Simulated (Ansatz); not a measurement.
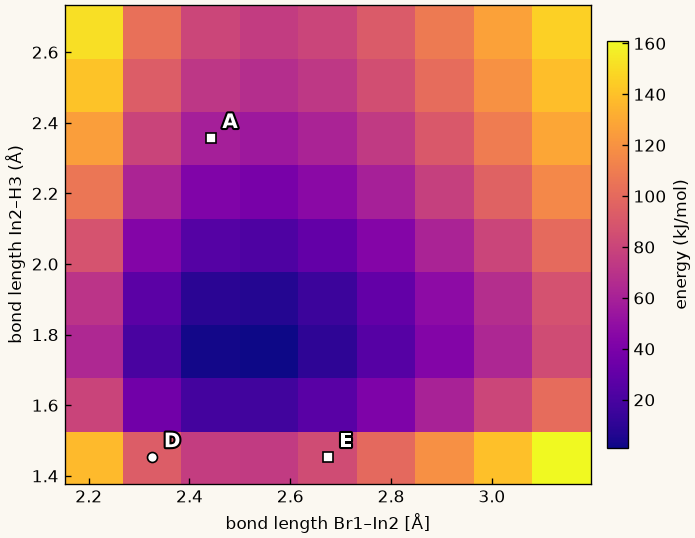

BrHIn, SMILES [Br][InH], spin multiplicity 2. Coordinates scanned: (1) bond length Br1–In2; (2) bond length In2–H3. Nothing is relaxed (all other coordinates rigid). Grid: 9 × 9 points. Points are written as (first, second). Energies are in kJ/mol, from the relaxed molecule at the same level. Computed with UKS PBE0-D4/def2-TZVP (Ansatz 0.2.0).

The picture shows one coloured cell a grid point, lettered points.

Question: Is D the lowest point of the computed grid?

Answer: No. D lies 92 kJ/mol above the lowest grid point, which is at (2.558 Å, 1.755 Å).

Question: Rank the lettered points by energy, lowest first.

Answer: A (59 kJ/mol), E (84 kJ/mol), D (93 kJ/mol).
